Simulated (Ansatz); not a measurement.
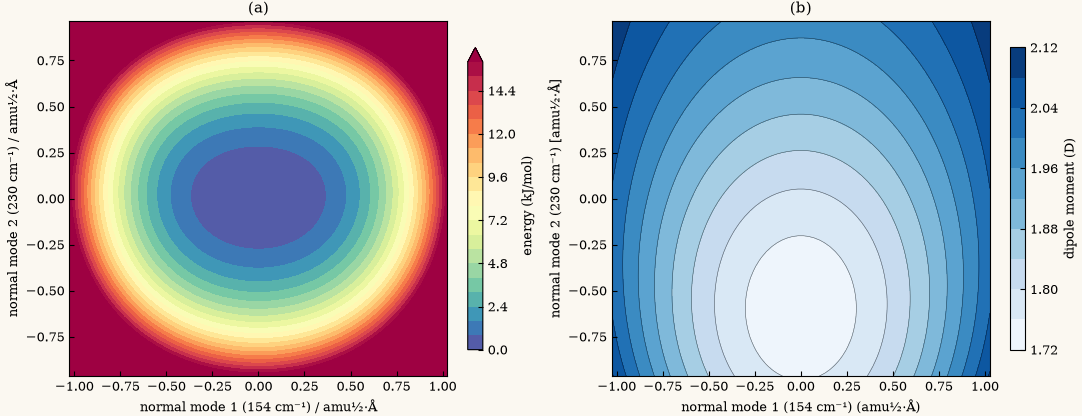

CH₃OSi, SMILES O=[C][SiH3], spin multiplicity 2. First axis: normal mode 1 (154 cm⁻¹). Second axis: normal mode 2 (230 cm⁻¹). Nothing is relaxed (straight displacements along the two mass-weighted modes). The grid has 11 × 11 points; 88 points were computed and 33 follow by symmetry. All energies are given in kJ/mol relative to the lowest grid point. These are results of Ansatz, UKS PBE0-D4/def2-TZVP, not measurements.

Panel (a) is the energy and panel (b) the computed dipole moment on the same grid.

In the figure: filled contours, one colour for all values above the top of the scale. Between grid points the surface is interpolated.

### How does the dipole moment vary over the map, and what is it at the lowest grid point?

Leaving out the highest fifth of the energies, it runs from 1.73 D at normal mode 1 (154 cm⁻¹) = 0.000 amu½·Å, normal mode 2 (230 cm⁻¹) = −0.579 amu½·Å to 2.06 D at normal mode 1 (154 cm⁻¹) = −1.026 amu½·Å, normal mode 2 (230 cm⁻¹) = 0.386 amu½·Å. At the lowest grid point, normal mode 1 (154 cm⁻¹) = 0.000 amu½·Å, normal mode 2 (230 cm⁻¹) = 0.000 amu½·Å, it is 1.79 D.
